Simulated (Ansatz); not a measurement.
# SiH3F (SMILES [H][Si]([H])([H])F) at 6 levels

We compute a comparison of 6 runs (B2PLYP/STO-3G, PBE/STO-3G, wB97M-V/STO-3G, wB97X/STO-3G, RPA@PBE/STO-3G, CCSD/STO-3G) of SiH3F. 

The calculation is run with Ansatz 0.2.0.

48 further runs of the same task are left out: 2 that didn't finish, 46 set aside as unsound or not needed.

### Step 1. The structure to begin with

SiH3F: 5 atoms, total charge 0, spin state singlet. SMILES: `[H][Si]([H])([H])F`. The H5–Si1 distance was set to 3.635 Å, away from the relaxed value. At this shape a bond of the SMILES string is far longer than usual.

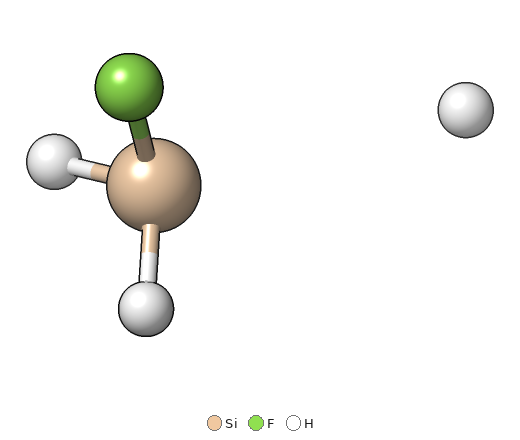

The structure, seen from a chosen angle (silicon light orange, fluorine green, hydrogen white).

### Step 2. The energy at B2PLYP/STO-3G (run 1)

Input file job.yaml:

```yaml
crystal:
  periodic: [false, false, false]
  atoms:
    - {symbol: Si, position_ang: [1.049961, 1.821030, 0.490202]}
    - {symbol: F, position_ang: [1.061521, 1.800680, 2.095772]}
    - {symbol: H, position_ang: [2.450931, 1.830850, 0.101572]}
    - {symbol: H, position_ang: [0.341381, 3.038740, 0.130412]}
    - {symbol: H, position_ang: [-0.701150, -1.212020, -0.482790]}
basis:
  gaussian:
    orbitals: STO-3G
hamiltonian:
  xc: {name: B2PLYP}
correlation:
  frozen_orbitals: {F: 1, H: 0, Si: 5}
accuracy: high
```

Run with:

```bash
$ ansatz run job.yaml --threads 1 --pin off --max-ram 2610MiB --events-out events.jsonl --progress --plain --runs-dir runs
```

Log:

```text
Warning: RAYON_NUM_THREADS=1 ignored (pool sized by the plan → 1); use --threads N
Functional definition: B2PLYP
  name "B2PLYP"
  parameter a = 0.53
  parameter c = 0.27
  exchange = (1 - a)*b88_x + a*exact_x
  correlation = (1 - c)*lyp_c + c*(mp2_os + mp2_ss)
285 factors; integrals over basis functions are off by at most 3.4e-8 eV
mean field evaluation 1: about -10488.2584 eV, gradient 2.3e1 eV
mean field evaluation 2: about -10488.2527 eV, gradient 2.3e1 eV
mean field evaluation 4: about -10492.5125 eV, gradient 1.5e1 eV
mean field evaluation 8: about -10495.5558 eV, gradient 9.7e0 eV
mean field evaluation 16: about -10496.3617 eV, gradient 2.2e-8 eV
mean field -10496.36171526 eV, -385.7341783463 hartree, gradient 3.1e-8 eV, S^2 0.000000; 0 other end points of the search recorded, 0 dependent functions left out; unrestricted orbitals would lower it
6 core orbitals not correlated: weight in the atoms' cores, before any rotation towards them, 1.000 or more for the frozen orbitals, at most 0.000 for the correlated occupied ones
reference -10496.36173296 eV, -385.7341789969 hartree; 7, 7 occupied and 4, 4 virtual orbitals, 285 factors
second order -8.54318208 eV of doubles, -0.00000000 eV of singles
Total energy: -10498.66839212 eV, -385.8189471576 hartree
```

Wall time 1.3 s (1 thread of Arm Neoverse V1, shared host); peak memory 0.095 GiB.

### Step 3. The energy at PBE/STO-3G (run 2)

job.yaml, as its differences from that of step 2:

```diff
@@ -12,5 +12,4 @@
 hamiltonian:
-  xc: {name: B2PLYP}
-correlation:
-  frozen_orbitals: {F: 1, H: 0, Si: 5}
+  xc: {name: PBE}
 accuracy: high
+total_charge: 0
```

Run with:

```bash
$ ansatz run job.yaml --threads 1 --pin off --max-ram 2610MiB --events-out events.jsonl --progress --plain --runs-dir runs
```

Log:

```text
Warning: RAYON_NUM_THREADS=1 ignored (pool sized by the plan → 1); use --threads N
Functional definition: PBE
  name "PBE"
  parameter kappa = 0.804
  parameter beta = 0.06672455060314922
  exchange = pbe_x(kappa = kappa, mu = beta*pi^2/3)
  correlation = pbe_c(beta = beta)
285 factors; integrals over basis functions are off by at most 3.4e-8 eV
mean field evaluation 1: about -10489.1914 eV, gradient 2.2e1 eV
mean field evaluation 2: about -10483.2165 eV, gradient 2.8e1 eV
mean field evaluation 4: about -10489.4090 eV, gradient 2.0e1 eV
mean field evaluation 8: about -10491.1985 eV, gradient 1.4e1 eV
mean field evaluation 16: about -10498.6469 eV, gradient 2.0e-9 eV
mean field -10498.64685599 eV, -385.8181557192 hartree, gradient 8.6e-9 eV, S^2 0.000000; 0 other end points of the search recorded, 0 dependent functions left out
reference -10498.64685782 eV, -385.8181557864 hartree; 13, 13 occupied and 4, 4 virtual orbitals, 285 factors
Total energy: -10498.64685782 eV, -385.8181557864 hartree
```

Run time: 1.1 s. Hardware: 1 thread of Arm Neoverse V1, shared host.

Runs 3 to 5 aren't shown in full; the table further down has their settings and results.

### Step 4. A single-point energy at CCSD/STO-3G (run 6)

Input file run.yaml:

```yaml
crystal:
  periodic: [false, false, false]
  atoms:
    - {symbol: Si, position_ang: [1.049961, 1.821030, 0.490202]}
    - {symbol: F, position_ang: [1.061521, 1.800680, 2.095772]}
    - {symbol: H, position_ang: [2.450931, 1.830850, 0.101572]}
    - {symbol: H, position_ang: [0.341381, 3.038740, 0.130412]}
    - {symbol: H, position_ang: [-0.701150, -1.212020, -0.482790]}
basis:
  gaussian: {orbitals: STO-3G}
correlation: {method: ccsd, frozen_orbitals: {F: 1, H: 0, Si: 5}}
scf: {omitted_lower_state_checks: [cluster_reference, increment]}
accuracy: high
```

Run with:

```bash
$ ansatz run run.yaml --threads 1 --pin off --max-ram 2610MiB --events-out events.jsonl --progress --plain --runs-dir runs
```

Log (excerpt; [...] marks lines left out):

```text
Warning: RAYON_NUM_THREADS=1 ignored (pool sized by the plan → 1); use --threads N
Functional definition: HF
  name "HF"
[...]
285 factors; integrals over basis functions are off by at most 3.4e-8 eV
[...]
mean field -10476.91934242 eV, -385.0196843230 hartree, gradient 9.0e-8 eV, S^2 0.000000; 1 other end points of the search recorded, 0 dependent functions left out; unrestricted orbitals would lower it
6 core orbitals not correlated: weight in the atoms' cores, before any rotation towards them, 1.000 or more for the frozen orbitals, at most 0.000 for the correlated occupied ones
reference -10476.91934242 eV, -385.0196843230 hartree; 7, 7 occupied and 4, 4 virtual orbitals, 285 factors
second order -5.14042372 eV of doubles, -0.00000000 eV of singles
cycle   1  -3.37817732 eV  change    -1.3e0 eV  update   1.6e-1
[...]
cycle  28  -6.94488801 eV  change   3.4e-10 eV  update  5.4e-10
WARN: these amplitudes may be one of several solutions (largest doubles amplitude 0.87, level shift 12.92 eV)
Total energy: -10483.86423043 eV, -385.2749042500 hartree
Checks for a lower state left out: cluster_reference, increment
```

Wall time 0.16 s (1 thread of Arm Neoverse V1, shared host).

### Step 5. All runs side by side

```
run           level  frozen core orbitals  energy (Eh)  wall time
  1   B2PLYP/STO-3G                     6  -385.818947      1.3 s
  2      PBE/STO-3G                     –  -385.818156      1.1 s
  3  wB97M-V/STO-3G                     –  -386.044797       15 s
  4    wB97X/STO-3G                     –  -385.996582      3.9 s
  5  RPA@PBE/STO-3G                     6  -385.299137      1.5 s
  6     CCSD/STO-3G                     6  -385.274904     0.16 s
```

### Step 6. Results

```
                                          quantity          value
                               run 6: total energy  -385.27490 Eh
run 6: correlation energy (6 core orbitals frozen)     -255.2 mEh
                              run 6: T1 diagnostic          0.037
```

In words: Totals of different functionals can't be ranked against each other. In run 6 the T1 diagnostic is large, so a single reference may not serve. In runs 1, 5, 6 the log says that unrestricted orbitals would lower the reference, so the values rest on an unstable closed-shell determinant (other closed-shell runs at this shape may share the fault). In runs 1, 2, 3, 4, 5, 6 the basis is minimal, so the values are rough. In runs 1, 2, 3, 4, 5, 6 a closed-shell determinant meets a far-stretched bond, which it describes badly. All runs together took 23 s, the longest 15 s.
